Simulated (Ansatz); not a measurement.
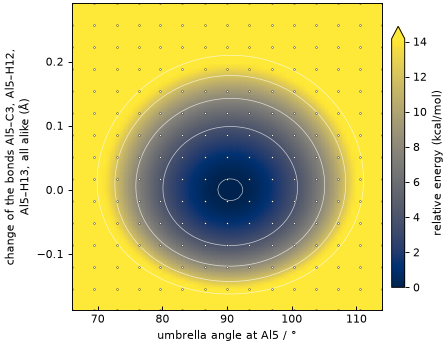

C3H8AlN, SMILES CC=[C](N)[AlH2]. Coordinates scanned: (1) umbrella angle at Al5 (between each of its bonds and their common axis; 90 is planar); (2) change of the bonds Al5–C3, Al5–H12, Al5–H13, all alike. Nothing is relaxed (all other coordinates rigid). Grid: 15 × 15 points. Points are written as (first, second). All energies are given in kcal/mol relative to the lowest grid point. Method: RKS SPW92 (LDA)/def2-SVP (Ansatz).

In the figure: a smooth colour map with a few white contour lines, dots at the grid points, one colour for all values above the top of the scale. Between grid points the surface is interpolated.

Estimate the position of the minimum and the force constants in these coordinates.

The interpolated minimum is at the first coordinate ≈ 90.5°, the second coordinate ≈ 0.000 Å. The curvatures there are about 11 eV/rad² and 42 eV/Å², with a cross term of about 0 eV/(rad·Å). Round the minimum the two coordinates are nearly uncoupled. (1 eV is 23.1 kcal/mol.)
